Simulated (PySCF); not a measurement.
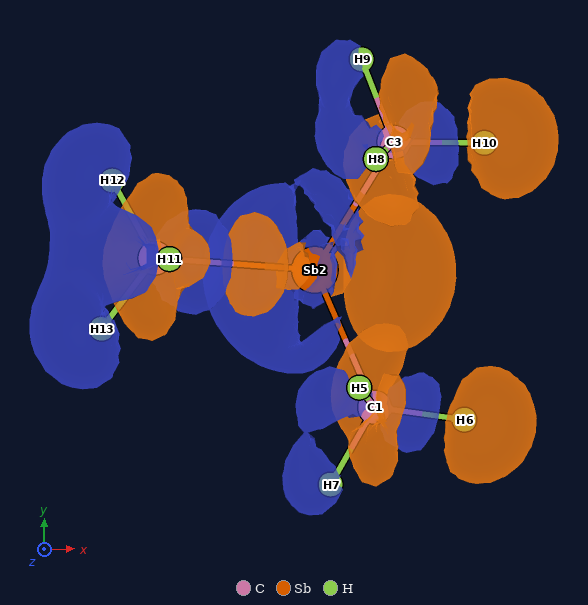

Figure 1: C$_{3}$H$_{9}$Sb, SMILES `C[Sb](C)C`. Change of the electron density in a uniform field of 0.10 V/Å, surfaces at ±0.001 e/Å³ (orange: gain, blue: loss).

Level of theory: BP86/def2-SVP (PySCF), at a geometry from GFN2-xTB. Core potentials replace the inner electrons of Sb; spin–orbit coupling isn't included. No frequency check shows the geometry to be a minimum. A basis without diffuse functions makes polarisabilities too small. GFN2-xTB bond lengths at metals and heavier atoms can be off by up to 0.1 Å and shapes distorted, which carries into these values.

Coordinates in Å:

```
C1       0.7955   -1.6383    0.7457
Sb2     -0.0010    0.0007   -0.4315
C3       1.0244    1.5036    0.7495
C4      -1.8142    0.1310    0.7514
H5       0.6908   -1.4139    1.8017
H6       1.8435   -1.7837    0.5138
H7       0.2560   -2.5511    0.5197
H8       0.8881    1.2942    1.8050
H9       0.6242    2.4872    0.5178
H10      2.0825    1.4961    0.5178
H11     -1.5641    0.1106    1.8066
H12     -2.3368    1.0527    0.5246
H13     -2.4649   -0.7042    0.5225
```

The field was applied in both directions; the picture shows the one opposite to the script's first.

Q: Along which Cartesian direction does the field point?

A: Along −x: electrons gather on the +x side, against the field.

Q: What dipole is induced, and what polarisability does it imply?

A: The induced dipole is 0.38 D (along the field); α along this axis, from the fields in both directions, is 76 bohr³ (11.2 Å³).
